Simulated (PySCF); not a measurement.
# Geometry relaxation of C$_{4}$H$_{8}$O$_{3}$

- system: C$_{4}$H$_{8}$O$_{3}$ (3-methoxypropanoic acid)
- method: PBE0-D3(BJ)/ma-def2-SVP geometry optimisation, gas phase (PySCF 2.14.0)

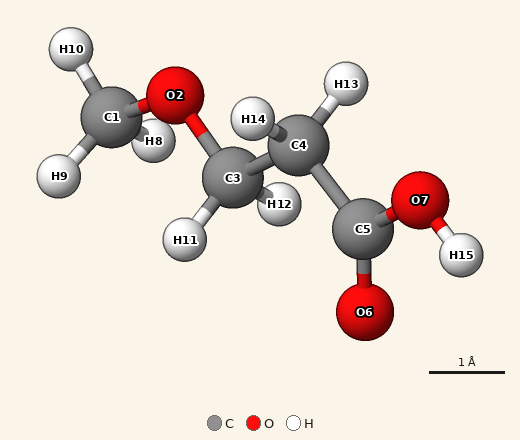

Figure 1. The starting structure (ball-and-stick view, seen at a tilt; atoms are numbered from 1 in the order of the input). Bond lengths as drawn: C–C 1.50 to 1.52 Å, C–H 1.09 to 1.10 Å, C–O 1.20 to 1.41 Å and H–O 0.97 Å.

## Input
```
{"job": {"xc": "PBE0", "basis": "ma-def2-SVP", "d3": "d3bj", "grid": 1, "kind": "geom"}, "charge": 0, "multiplicity": 1}
C     -2.686899    -0.216543     0.281450
O     -1.496290    -0.071095    -0.447494
C     -0.350829    -0.044773     0.371981
C      0.872396     0.117361    -0.521847
C      2.148068     0.154687     0.275174
O      2.236562     0.065230     1.469323
O      3.218054     0.303696    -0.516386
H     -2.695765    -1.156302     0.847936
H     -2.828837     0.615723     0.982149
H     -3.497031    -0.221645    -0.444661
H     -0.406455     0.790030     1.087129
H     -0.269552    -0.976196     0.952693
H      0.925002    -0.707775    -1.234314
H      0.791736     1.037787    -1.102743
H      4.031012     0.325794     0.013336
```

The first line tells a small driver script what to run in PySCF; the rest is the geometry in Å.

Launch command:
```bash
OMP_NUM_THREADS=1 python <driver script> task.json out
```

## What the program printed
```
step   0  E = -382.23381561  max force = 0.015341
step   1  E = -382.23478988  max force = 0.002452
step   2  E = -382.23481523  max force = 0.000245
step   3  E = -382.23483183  max force = 0.001081
step   4  E = -382.23485250  max force = 0.000434
step   5  E = -382.23480588  max force = 0.002470
step   6  E = -382.23488495  max force = 0.000495
step   7  E = -382.23488594  max force = 0.000141
optimisation converged
```

## Trajectory as extended XYZ (Å, eV, eV/Å), 8 frames, from step=0 to step=7
```
15
Properties=species:S:1:pos:R:3:forces:R:3 step=0 energy=-10401.11191
C    -2.6869   -0.2165    0.2814    0.5654   0.0691  -0.3352
O    -1.4963   -0.0711   -0.4475    0.1967   0.0001   0.2611
C    -0.3508   -0.0448    0.3720   -0.0349   0.0397  -0.6225
C     0.8724    0.1174   -0.5219   -0.2979  -0.0814   0.7889
C     2.1481    0.1547    0.2752    0.1109   0.0291  -0.2771
O     2.2366    0.0652    1.4693   -0.0528  -0.0331   0.3399
O     3.2180    0.3037   -0.5164    0.1663   0.0441  -0.3000
H    -2.6958   -1.1563    0.8479   -0.0503  -0.2700   0.1612
H    -2.8288    0.6157    0.9821   -0.0897   0.2334   0.2056
H    -3.4970   -0.2217   -0.4447   -0.3487  -0.0188  -0.1549
H    -0.4065    0.7900    1.0871   -0.0006   0.1212   0.1815
H    -0.2696   -0.9762    0.9527    0.0172  -0.1469   0.1621
H     0.9250   -0.7078   -1.2343    0.0564  -0.2125  -0.2837
H     0.7917    1.0378   -1.1027    0.0167   0.2575  -0.2461
H     4.0310    0.3258    0.0133   -0.2546  -0.0316   0.1194
15
Properties=species:S:1:pos:R:3:forces:R:3 step=1 energy=-10401.13842
C    -2.6723   -0.2267    0.2251   -0.0735  -0.0062   0.0664
O    -1.4706   -0.0752   -0.4668   -0.0322  -0.0052  -0.0242
C    -0.3512   -0.0577    0.3691    0.0387   0.0064   0.1085
C     0.8759    0.1149   -0.4948    0.0373   0.0120  -0.1261
C     2.1478    0.1695    0.2980   -0.0309   0.0032   0.0266
O     2.2278    0.0702    1.4969    0.0175  -0.0004  -0.0306
O     3.2252    0.3478   -0.4811   -0.0594  -0.0087   0.0419
H    -2.7016   -1.1776    0.7951    0.0074   0.0334  -0.0280
H    -2.8427    0.6054    0.9382    0.0099  -0.0303  -0.0308
H    -3.4909   -0.2324   -0.5087    0.0407   0.0019   0.0014
H    -0.4179    0.7689    1.1066   -0.0007  -0.0355  -0.0382
H    -0.2775   -0.9960    0.9568   -0.0067   0.0363  -0.0323
H     0.9534   -0.7079   -1.2270    0.0007   0.0419   0.0385
H     0.7991    1.0369   -1.0973    0.0009  -0.0480   0.0348
H     3.9937    0.3744    0.1077    0.0502  -0.0007  -0.0078
15
Properties=species:S:1:pos:R:3:forces:R:3 step=2 energy=-10401.13911
C    -2.6762   -0.2156    0.2083   -0.0052   0.0053   0.0083
O    -1.4692   -0.0562   -0.4744   -0.0030  -0.0002   0.0012
C    -0.3536   -0.0379    0.3691    0.0034  -0.0102   0.0010
C     0.8800    0.1289   -0.4886   -0.0056  -0.0091  -0.0126
C     2.1471    0.1497    0.3137    0.0062  -0.0081   0.0030
O     2.2195    0.0444    1.5122   -0.0038   0.0015  -0.0040
O     3.2317    0.2979   -0.4605    0.0031   0.0035   0.0054
H    -2.7052   -1.1685    0.7724    0.0007   0.0028  -0.0052
H    -2.8550    0.6125    0.9218   -0.0026  -0.0045  -0.0030
H    -3.4857   -0.2214   -0.5344    0.0082  -0.0001  -0.0002
H    -0.4239    0.7897    1.1025   -0.0011  -0.0003  -0.0001
H    -0.2856   -0.9747    0.9570   -0.0013   0.0037  -0.0030
H     0.9494   -0.6857   -1.2285   -0.0037   0.0085   0.0076
H     0.8198    1.0581   -1.0785    0.0076  -0.0005   0.0051
H     4.0040    0.2936    0.1249   -0.0030   0.0078  -0.0036
15
Properties=species:S:1:pos:R:3:forces:R:3 step=3 energy=-10401.13956
C    -2.6767   -0.2327    0.1835    0.0376   0.0022  -0.0251
O    -1.4630   -0.0727   -0.4881    0.0146  -0.0002   0.0140
C    -0.3536   -0.0584    0.3649   -0.0127   0.0098  -0.0537
C     0.8865    0.1222   -0.4816   -0.0280  -0.0041   0.0556
C     2.1436    0.1690    0.3356    0.0177   0.0119  -0.0117
O     2.2071    0.0530    1.5333   -0.0123  -0.0065   0.0133
O     3.2301    0.3619   -0.4255    0.0304   0.0055  -0.0121
H    -2.7113   -1.1869    0.7435   -0.0061  -0.0158   0.0095
H    -2.8612    0.5933    0.8969   -0.0072   0.0132   0.0129
H    -3.4771   -0.2353   -0.5681   -0.0150  -0.0006  -0.0047
H    -0.4330    0.7624    1.1038   -0.0020   0.0145   0.0177
H    -0.2872   -0.9996    0.9442    0.0019  -0.0193   0.0149
H     0.9753   -0.6936   -1.2164    0.0089  -0.0195  -0.0187
H     0.8191    1.0480   -1.0745   -0.0025   0.0188  -0.0118
H     3.9982    0.3844    0.1653   -0.0254  -0.0099  -0.0001
15
Properties=species:S:1:pos:R:3:forces:R:3 step=4 energy=-10401.14012
C    -2.6763   -0.2339    0.1468    0.0210   0.0013  -0.0059
O    -1.4542   -0.0695   -0.5080    0.0054  -0.0005   0.0045
C    -0.3572   -0.0568    0.3600    0.0028   0.0075  -0.0199
C     0.8939    0.1280   -0.4685   -0.0178  -0.0037   0.0223
C     2.1411    0.1674    0.3638    0.0073   0.0062  -0.0023
O     2.1892    0.0441    1.5616   -0.0081  -0.0037   0.0063
O     3.2380    0.3612   -0.3822    0.0114   0.0027  -0.0050
H    -2.7169   -1.1905    0.7028   -0.0042  -0.0079   0.0037
H    -2.8714    0.5890    0.8614   -0.0047   0.0058   0.0055
H    -3.4678   -0.2348   -0.6145   -0.0076   0.0001  -0.0070
H    -0.4474    0.7614    1.1012   -0.0033   0.0061   0.0079
H    -0.2972   -1.0001    0.9374   -0.0007  -0.0096   0.0066
H     0.9911   -0.6836   -1.2076    0.0074  -0.0095  -0.0103
H     0.8350    1.0575   -1.0571   -0.0002   0.0105  -0.0060
H     3.9970    0.3758    0.2200   -0.0087  -0.0052  -0.0005
15
Properties=species:S:1:pos:R:3:forces:R:3 step=5 energy=-10401.13885
C    -2.6419   -0.2557   -0.2538   -0.0619  -0.0121   0.0630
O    -1.3411   -0.0529   -0.7158   -0.0533   0.0037  -0.0126
C    -0.3877   -0.0600    0.3044    0.0421  -0.0123   0.1270
C     0.9662    0.1734   -0.3219    0.0519   0.0107  -0.1109
C     2.0852    0.1652    0.6755   -0.0497  -0.0205   0.0344
O     1.9658   -0.0338    1.8586    0.0118   0.0126  -0.0271
O     3.2744    0.4037    0.1043   -0.0261  -0.0073  -0.0036
H    -2.7480   -1.2354    0.2540    0.0037   0.0256  -0.0176
H    -2.9512    0.5350    0.4592    0.0105  -0.0237  -0.0267
H    -3.3198   -0.2333   -1.1179    0.0254   0.0038  -0.0140
H    -0.6011    0.7270    1.0570   -0.0086  -0.0272  -0.0361
H    -0.3941   -1.0252    0.8512   -0.0108   0.0309  -0.0283
H     1.1738   -0.5971   -1.0845    0.0007   0.0278   0.0278
H     0.9822    1.1339   -0.8642    0.0078  -0.0256   0.0186
H     3.9347    0.3699    0.8118    0.0567   0.0136   0.0061
15
Properties=species:S:1:pos:R:3:forces:R:3 step=6 energy=-10401.14100
C    -2.6650   -0.2578   -0.0815   -0.0139   0.0032   0.0122
O    -1.3944   -0.0627   -0.6251    0.0086  -0.0025  -0.0039
C    -0.3746   -0.0600    0.3314    0.0042   0.0025   0.0254
C     0.9372    0.1605   -0.3860    0.0114  -0.0031  -0.0254
C     2.1152    0.1749    0.5420   -0.0060  -0.0048   0.0068
O     2.0688    0.0109    1.7352    0.0015   0.0036  -0.0036
O     3.2673    0.3934   -0.1087   -0.0244  -0.0054  -0.0019
H    -2.7418   -1.2301    0.4435    0.0021   0.0037  -0.0037
H    -2.9307    0.5431    0.6363    0.0006  -0.0054  -0.0041
H    -3.3901   -0.2451   -0.9066    0.0057   0.0001  -0.0002
H    -0.5380    0.7376    1.0836   -0.0005  -0.0061  -0.0064
H    -0.3498   -1.0176    0.8887   -0.0003   0.0059  -0.0056
H     1.0997   -0.6248   -1.1429   -0.0013   0.0080   0.0051
H     0.9187    1.1098   -0.9460   -0.0004  -0.0042   0.0036
H     3.9747    0.3827    0.5532    0.0128   0.0046   0.0018
15
Properties=species:S:1:pos:R:3:forces:R:3 step=7 energy=-10401.14103
C    -2.6656   -0.2560   -0.0767   -0.0016  -0.0017   0.0054
O    -1.3950   -0.0619   -0.6212   -0.0072  -0.0017  -0.0014
C    -0.3740   -0.0604    0.3340    0.0067   0.0005   0.0051
C     0.9360    0.1596   -0.3871    0.0023  -0.0008  -0.0037
C     2.1159    0.1738    0.5383   -0.0043  -0.0005  -0.0021
O     2.0726    0.0130    1.7319    0.0023   0.0026  -0.0009
O     3.2657    0.3892   -0.1170   -0.0017  -0.0015   0.0016
H    -2.7424   -1.2287    0.4476    0.0000   0.0019  -0.0015
H    -2.9303    0.5445    0.6415    0.0005  -0.0010  -0.0011
H    -3.3907   -0.2427   -0.9017    0.0017   0.0005  -0.0011
H    -0.5354    0.7368    1.0866   -0.0001  -0.0010  -0.0017
H    -0.3486   -1.0183    0.8902   -0.0007   0.0013  -0.0017
H     1.0962   -0.6252   -1.1447   -0.0009   0.0018   0.0013
H     0.9161    1.1091   -0.9464    0.0005  -0.0016   0.0020
H     3.9765    0.3817    0.5415    0.0025   0.0013  -0.0002
```

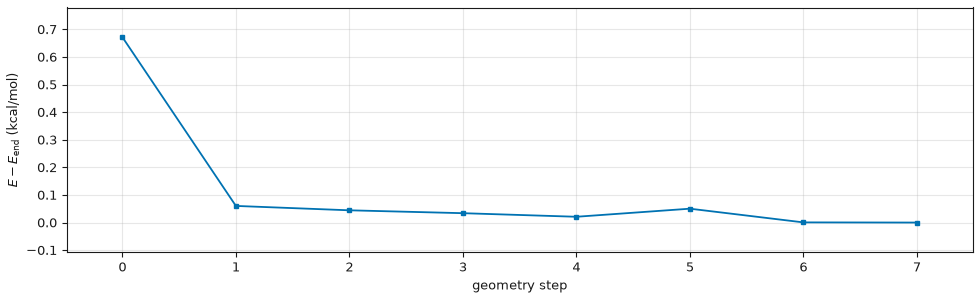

Figure 2. Progress of the relaxation, step by step (steps are counted from 0).

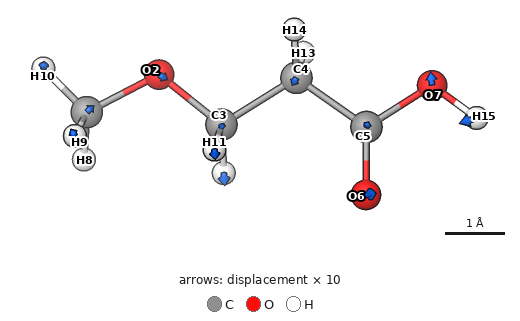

Figure 3. The starting structure with the displacements as blue arrows, magnified 10 times (ball-and-stick view, seen at a tilt). The two geometries are laid on each other by the best rigid fit. After 7 geometry steps the energy has fallen by 0.67 kcal/mol. Largest force component: 0.79 eV/Å at the start, 0.0072 eV/Å at the end. The largest move after the best rigid fit is that of H15, 0.033 Å. By element the largest moves are H 0.033 Å, O 0.025 Å, C 0.018 Å. Among the contacts that change: C3–C4 1.524 → 1.511 Å, O2–C3 1.409 → 1.398 Å, C1–H10 1.088 → 1.098 Å, C1–H8 1.097 → 1.108 Å. Among the angles that change: C5–O7–H15 110.4° → 107.2°. (Atoms are counted from 1 in the order of the input.)

## Summary

```tsv
quantity	value
outcome	converged
total energy	−382.234886 hartree
dipole moment	0.40 D
point group	Cs
hardware	1 CPU thread, shared host
wall time	2 min
peak memory	0.63 GiB
```
